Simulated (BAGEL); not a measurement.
# A workflow on singlet [SiH3O4]+

Aim: the energy (singlet [SiH3O4]+, HF/6-31G*), then the energy (doublet SiH3O4, NEVPT2(3,3)/6-31G*), then a single-point energy (doublet SiH3O4, CASPT2(3,3)/6-31G*) of H3O4Si. 

Program for the calculation: BAGEL 1.2.2.

## 1. The structure to begin with

[SiH3O4]+: 8 atoms, total charge +1, spin state singlet. As SMILES of the parent species, `[O][Si](O)(O)O`. The O5–H8 distance was set to 1.533 Å, away from the relaxed value. That shape belongs to the parent species and isn't relaxed for this state. At this shape a bond of the SMILES string is far longer than usual.

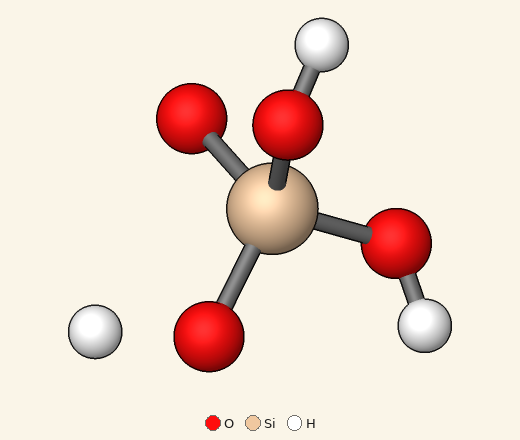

Viewed from a chosen angle; oxygen red, silicon light orange, hydrogen white.

## 2. A single-point energy at HF/6-31G(d) (density fitting with svp-jkfit, spherical functions) (run 1)

hf.json reads:

```json
{ "bagel" : [

{
  "title" : "molecule",
  "basis" : "6-31gs.json",
  "df_basis" : "svp-jkfit",
  "geometry" : [
    { "atom" : "O", "xyz" : [    -2.79372953,     1.44028500,     1.78346116 ] },
    { "atom" : "Si", "xyz" : [    -0.48486215,     1.08293779,    -0.29901703 ] },
    { "atom" : "O", "xyz" : [     1.99615928,     0.84483230,     1.51285237 ] },
    { "atom" : "O", "xyz" : [    -0.58709633,     3.50254312,    -2.17683788 ] },
    { "atom" : "O", "xyz" : [    -0.61808784,    -1.41565809,    -2.07668240 ] },
    { "atom" : "H", "xyz" : [     2.28774402,     2.16820750,     2.71641894 ] },
    { "atom" : "H", "xyz" : [    -0.29248803,     3.18884858,    -3.93636188 ] },
    { "atom" : "H", "xyz" : [    -0.31180481,    -4.00773117,    -0.82070806 ] }
  ]
},

{
  "title" : "hf",
  "charge" : 1
},

{
  "title" : "print",
  "file" : "orbitals.molden",
  "orbitals" : true
}

]}
```

The basis set 6-31G* is read from a file made from the Basis Set Exchange's data (not shown).

Launch:

```bash
BAGEL_NUM_THREADS=1 BAGEL hf.json > hf.out
```

Standard output:

```text
* using 1 threads per process

  ===============================================================
  ===============================================================

  *** Geometry ***

  { "atom" : "O", "xyz" : [     -2.793730,      1.440285,      1.783461 ] },
  { "atom" : "Si", "xyz" : [     -0.484862,      1.082938,     -0.299017 ] },
  { "atom" : "O", "xyz" : [      1.996159,      0.844832,      1.512852 ] },
  { "atom" : "O", "xyz" : [     -0.587096,      3.502543,     -2.176838 ] },
  { "atom" : "O", "xyz" : [     -0.618088,     -1.415658,     -2.076682 ] },
  { "atom" : "H", "xyz" : [      2.287744,      2.168207,      2.716419 ] },
  { "atom" : "H", "xyz" : [     -0.292488,      3.188849,     -3.936362 ] },
  { "atom" : "H", "xyz" : [     -0.311805,     -4.007731,     -0.820708 ] },

  Number of auxiliary basis functions:      490

  Since a DF basis is specified, we compute 2- and 3-index integrals:
    o Being stored without compression. Storage requirement is 0.025 GB

  Number of basis functions:       80
  Number of electrons      :       49

    * METHOD: MOLECULE                             0.37

  *** RHF ***

  === Nuclear Repulsion ===
   254.6931481018

      * DIIS with orbital gradients will be used.

  === RHF iteration (6-31gs.json) ===
      0       -589.27363421          0.02561786           0.10
      1       -589.39228620          0.02103048           0.11
      2       -589.58406280          0.00608932           0.09
      3       -589.60219994          0.00168835           0.09
      4       -589.60702483          0.00097260           0.09
      5       -589.60848957          0.00048385           0.09
      6       -589.60913380          0.00023404           0.09
      7       -589.60934532          0.00014936           0.09
      8       -589.60941446          0.00014039           0.08
      9       -589.60945448          0.00013130           0.09
     10       -589.60956723          0.00012377           0.09
     11       -589.60969290          0.00011389           0.09
     12       -589.60985282          0.00010459           0.09
     13       -589.61002675          0.00009552           0.12
     14       -589.61012712          0.00009079           0.10
     15       -589.61026734          0.00008408           0.08
[... 23 lines of this table left out ...]
     39       -589.61079130          0.00000004           0.09
     40       -589.61079130          0.00000003           0.09
     41       -589.61079130          0.00000002           0.09
     42       -589.61079130          0.00000002           0.09
     43       -589.61079130          0.00000001           0.09
     44       -589.61079130          0.00000001           0.09
     45       -589.61079130          0.00000001           0.09
     46       -589.61079130          0.00000001           0.09
    * SCF iteration converged.

    * Permanent dipole moment:
           (    0.463130,     0.516959,    -1.242241) a.u.

    * METHOD: HF                                   4.46

    * METHOD: PRINT                                0.04

  ===============================================================
```

Run time: 5.7 s. Hardware: 1 thread of AMD EPYC 7R43 (Zen 3), shared host; peak memory 0.14 GiB.

## 3. Doublet neutral SiH3O4: a single-point energy at NEVPT2(3,3)/6-31G(d) (density fitting with svp-jkfit, spherical functions) (run 2)

job.json reads:

```json
{ "bagel": [

{
  "title": "molecule",
  "basis": "6-31gs.json",
  "df_basis": "svp-jkfit",
  "angstrom": false,
  "geometry": [
    { "atom": "O", "xyz": [ -2.79372953,  1.44028500,  1.78346116 ] },
    { "atom": "Si", "xyz": [ -0.48486215,  1.08293779, -0.29901703 ] },
    { "atom": "O", "xyz": [  1.99615928,  0.84483230,  1.51285237 ] },
    { "atom": "O", "xyz": [ -0.58709633,  3.50254312, -2.17683788 ] },
    { "atom": "O", "xyz": [ -0.61808784, -1.41565809, -2.07668240 ] },
    { "atom": "H", "xyz": [  2.28774402,  2.16820750,  2.71641894 ] },
    { "atom": "H", "xyz": [ -0.29248803,  3.18884858, -3.93636188 ] },
    { "atom": "H", "xyz": [ -0.31180481, -4.00773117, -0.82070806 ] }
  ]
},
{ "title": "hf", "charge": 1 },
{ "title": "casscf", "nstate": 1, "nact": 3, "nclosed": 23, "nspin": 1, "active": [23, 25, 26], "maxiter": 200, "natocc": true },
{
  "title": "nevpt2",
  "nstate": 1,
  "nact": 3,
  "nclosed": 23,
  "nspin": 1,
  "active": [23, 25, 26],
  "maxiter": 200,
  "natocc": true,
  "ncore": 9
},
{ "title": "print", "file": "orbitals.molden", "orbitals": true }

]}
```

The basis set 6-31G* is read from a file made from the Basis Set Exchange's data (not shown).

Launch:

```bash
BAGEL_NUM_THREADS=1 BAGEL job.json > job.out
```

Standard output:

```text
* using 1 threads per process

  ===============================================================
  ===============================================================

  *** Geometry ***

  { "atom" : "O", "xyz" : [     -2.793730,      1.440285,      1.783461 ] },
  { "atom" : "Si", "xyz" : [     -0.484862,      1.082938,     -0.299017 ] },
  { "atom" : "O", "xyz" : [      1.996159,      0.844832,      1.512852 ] },
[... 4 lines of this table left out ...]
  { "atom" : "H", "xyz" : [     -0.311805,     -4.007731,     -0.820708 ] },

  Number of auxiliary basis functions:      490

  Since a DF basis is specified, we compute 2- and 3-index integrals:
    o Being stored without compression. Storage requirement is 0.025 GB

  Number of basis functions:       80
  Number of electrons      :       49

    * METHOD: MOLECULE                             0.63

  *** RHF ***

  === Nuclear Repulsion ===
   254.6931481018

      * DIIS with orbital gradients will be used.

  === RHF iteration (6-31gs.json) ===
      0       -589.27363421          0.02561786           0.11
      1       -589.39228620          0.02103048           0.10
      2       -589.58406280          0.00608932           0.09
[... 43 lines of this table left out ...]
     46       -589.61079130          0.00000001           0.09
    * SCF iteration converged.

    * Permanent dipole moment:
           (    0.463130,     0.516959,    -1.242241) a.u.

    * METHOD: HF                                   4.67

  ---------------------------
      CASSCF calculation
  ---------------------------

    ==== Active orbitals : =====
         Orbital 23
         Orbital 25
         Orbital 26
    ============================

    * nstate   :      1
    * nclosed  :     23
    * nact     :      3
    * nvirt    :     54
  === CASSCF iteration (6-31gs.json) ===

    * Using the second-order algorithm

      0  0      -590.02381497     2.77e-02      0.03

      1  0      -590.13505882     3.59e-03      0.63
[... 27 lines of this table left out ...]
     15  0      -590.16646558     3.72e-09      0.59

    * Second-order optimization converged. *

     guess   0:   closed 1..                  open .1.

  === FCI iteration ===

      0  0      -590.11136099     6.81e-02      0.00
      1  0      -590.16255117     1.53e-02      0.00
      2  0      -590.16646478     2.79e-04      0.00
[... 4 lines of this table left out ...]
      7  0 *    -590.16646558     1.83e-15      0.00

     * ci vector, state   0, <S^2> = 0.7500
       2a.    -0.9649524122
       .a2    -0.2623807532

    * METHOD: CASSCF                              11.09

    * freezing 9 orbitals

  === DF-NEVPT2 calculation ===

    * 3-index integral transformation done
    * assembly done

      NEVPT2 correlation energy:   -0.7220260832      0.28

          (+0)     -0.5896940784
          (+0)'    -0.0358944744
          (+1)     -0.0199842821
          (+1)'    -0.0000140818
          (+2)     -0.0005812878
          (-1)     -0.0728900774
          (-1)'    -0.0000236481
          (-2)     -0.0029441533

      NEVPT2 total energy:       -590.8884916660

    * METHOD: NEVPT2                               0.48

    * METHOD: PRINT                                0.04

  ===============================================================
```

Run time: 18 s. Hardware: 1 thread of AMD EPYC 7R43 (Zen 3), shared host; peak memory 0.14 GiB.

## 4. Doublet neutral SiH3O4: a single-point energy at CASPT2(3,3)/6-31G(d) (density fitting with svp-jkfit, spherical functions) (run 3)

input.json reads:

```json
{ "bagel" : [

{
  "title" : "molecule",
  "basis" : "6-31gs.json",
  "df_basis" : "svp-jkfit",
  "angstrom" : false,
  "geometry" : [
    { "atom" : "O", "xyz" : [ -2.79372953,  1.44028500,  1.78346116 ] },
    { "atom" : "Si", "xyz" : [ -0.48486215,  1.08293779, -0.29901703 ] },
    { "atom" : "O", "xyz" : [  1.99615928,  0.84483230,  1.51285237 ] },
    { "atom" : "O", "xyz" : [ -0.58709633,  3.50254312, -2.17683788 ] },
    { "atom" : "O", "xyz" : [ -0.61808784, -1.41565809, -2.07668240 ] },
    { "atom" : "H", "xyz" : [  2.28774402,  2.16820750,  2.71641894 ] },
    { "atom" : "H", "xyz" : [ -0.29248803,  3.18884858, -3.93636188 ] },
    { "atom" : "H", "xyz" : [ -0.31180481, -4.00773117, -0.82070806 ] }
  ]
},
{ "title" : "hf", "charge" : 1 },
{ "title" : "casscf", "nstate" : 1, "nact" : 3, "nclosed" : 23, "nspin" : 1, "active" : [23, 25, 26], "maxiter" : 200, "natocc" : true },
{ "title" : "print", "file" : "orbitals.molden", "orbitals" : true },
{ "title" : "smith", "method" : "caspt2", "ms" : true, "xms" : true, "sssr" : true, "shift" : 0.2, "shift_imag" : true, "ncore" : 9 }

]}
```

The basis set 6-31G* is read from a file made from the Basis Set Exchange's data (not shown).

Launch:

```bash
BAGEL_NUM_THREADS=1 BAGEL input.json > input.out
```

Standard output:

```text
* using 1 threads per process

  ===============================================================
  ===============================================================

  *** Geometry ***

  { "atom" : "O", "xyz" : [     -2.793730,      1.440285,      1.783461 ] },
  { "atom" : "Si", "xyz" : [     -0.484862,      1.082938,     -0.299017 ] },
  { "atom" : "O", "xyz" : [      1.996159,      0.844832,      1.512852 ] },
[... 4 lines of this table left out ...]
  { "atom" : "H", "xyz" : [     -0.311805,     -4.007731,     -0.820708 ] },

  Number of auxiliary basis functions:      490

  Since a DF basis is specified, we compute 2- and 3-index integrals:
    o Being stored without compression. Storage requirement is 0.025 GB

  Number of basis functions:       80
  Number of electrons      :       49

    * METHOD: MOLECULE                             0.52

  *** RHF ***

  === Nuclear Repulsion ===
   254.6931481018

      * DIIS with orbital gradients will be used.

[... 6 lines left out ...]
    * SCF iteration converged.
[... 1 line left out ...]
    * Permanent dipole moment:
[... 28 lines left out ...]
    * Second-order optimization converged. *
[... 11 lines left out ...]
     * ci vector, state   0, <S^2> = 0.7500
[... 16 lines left out ...]
    * Zeroth order energy : state  0       -1.1993311969

    * CASPT2 iteration is performed using orthogonal basis

      -------------------------------------------  CASPT2 iteration  ---------------------------------------------------
       #      aibj      arbs      arbi      airj      risj      airs      arst      rist         Etot      error   time
      ------------------------------------------------------------------------------------------------------------------

       0  -0.58822  -0.00354  -0.07759  -0.02187  -0.00074  -0.03405  -0.00003  -0.00002   -0.7260604  0.0012769   0.20
       1  -0.58835  -0.00355  -0.07779  -0.02196  -0.00077  -0.03436  -0.00003  -0.00002   -0.7268319  0.0001469   0.15
       2  -0.58835  -0.00355  -0.07778  -0.02196  -0.00077  -0.03437  -0.00003  -0.00002   -0.7268441  0.0000259   0.16
       3  -0.58835  -0.00355  -0.07778  -0.02195  -0.00077  -0.03438  -0.00003  -0.00002   -0.7268444  0.0000050   0.16
       4  -0.58835  -0.00355  -0.07778  -0.02195  -0.00077  -0.03438  -0.00003  -0.00002   -0.7268445  0.0000009   0.17

      ------------------------------------------------------------------------------------------------------------------

    * CASPT2 energy : state  0     -590.8959680343
        w/o shift correction       -590.8933100467
        reference weight              0.8295105781

    * METHOD: SMITH                                1.25

  ===============================================================
```

It took 19 s on 1 thread of AMD EPYC 7R43 (Zen 3), shared host; peak memory 0.2 GiB.

## 5. Results

| quantity | value |
| --- | --- |
| run 1, HF/6-31G*: total energy | -589.61079 Eh |
| run 1, HF/6-31G*: HOMO energy | -19.06 eV |
| run 1, HF/6-31G*: LUMO energy | -11.00 eV |
| run 1, HF/6-31G*: HOMO–LUMO gap | 8.06 eV |
| doublet neutral SiH3O4, run 2: total energy | -590.88849 Eh |
| doublet neutral SiH3O4, run 3: total energy | -590.89597 Eh |
